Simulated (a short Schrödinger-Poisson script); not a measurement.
System: MOS inversion layer, SiO2 on p-type Si(111), at 300 K.

| layer | material | thickness (nm) | Na (cm⁻³) |
|---|---|---|---|
| 1 | SiO2 | 1.7 | - |
| 2 | Si | 1100 | 1.4e17 |

Constants are typed, rounded textbook-type inputs, not results; the design itself was drawn at random and stands for no fabricated device. SiO2: permittivity 3.9, conduction-band edge (eV) 3.15, gap (eV) 9, electron mass (mₑ) 0.5. Si: permittivity 11.7, conduction-band edge (eV) 0, gap (eV) 1.124, Nv at 300 K (cm⁻³) 3.1e19.

Channel valleys (confinement mass, in-plane density-of-states mass, number): Δ6 0.258, 0.358, 6. At the gate the conduction-band edge of layer 1 lies 3.54 eV − eVg above the Fermi level of the channel; the field vanishes at the back. Gaps are held at their typed values at every temperature. Mesh 0.03 nm at interfaces.

From a short Schrödinger-Poisson script (our own, NumPy): 1D Poisson equation in equilibrium, electrons quantum, Hartree (BenDaniel-Duke, 12 states a valley, the channel's in-plane mass for all, wave functions free to enter the dielectric), parabolic valleys, classical holes, full ionisation, no traps, pinning or gate leakage.

Only gate voltages with over 1e8 electrons/cm² are shown.

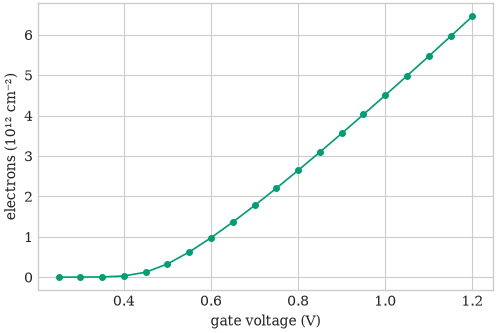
*Sheet density against gate voltage*

| Vg (V) | electrons (cm⁻²) | C (μF/cm²) | Δ6 E0 (meV) | Δ6 E1 (meV) |
|---|---|---|---|---|
| 0.25 | 1.72e8 | 0.120 | 308.2 | 368.6 |
| 0.3 | 9.88e8 | 0.121 | 262.8 | 324.6 |
| 0.35 | 5.63e9 | 0.141 | 217.7 | 280.8 |
| 0.4 | 2.99e10 | 0.250 | 174.4 | 238.9 |
| 0.45 | 1.22e11 | 0.543 | 137.7 | 203.9 |
| 0.5 | 3.27e11 | 0.867 | 112.1 | 180.2 |
| 0.55 | 6.23e11 | 1.08 | 95.1 | 165.6 |
| 0.6 | 9.76e11 | 1.21 | 83.1 | 156.0 |
| 0.65 | 1.36e12 | 1.29 | 74.1 | 149.4 |
| 0.7 | 1.77e12 | 1.35 | 67.0 | 144.6 |
| 0.75 | 2.20e12 | 1.40 | 61.0 | 141.0 |
| 0.8 | 2.64e12 | 1.44 | 56.0 | 138.1 |
| 0.85 | 3.10e12 | 1.47 | 51.6 | 135.9 |
| 0.9 | 3.56e12 | 1.49 | 47.6 | 134.1 |
| 0.95 | 4.03e12 | 1.51 | 44.1 | 132.6 |
| 1 | 4.50e12 | 1.53 | 40.9 | 131.3 |
| 1.05 | 4.98e12 | 1.55 | 37.9 | 130.3 |
| 1.1 | 5.47e12 | 1.57 | 35.2 | 129.4 |
| 1.15 | 5.96e12 | 1.58 | 32.6 | 128.7 |
| 1.2 | 6.46e12 | 1.59 | 30.2 | 128.1 |

Subbands count from the Fermi level.
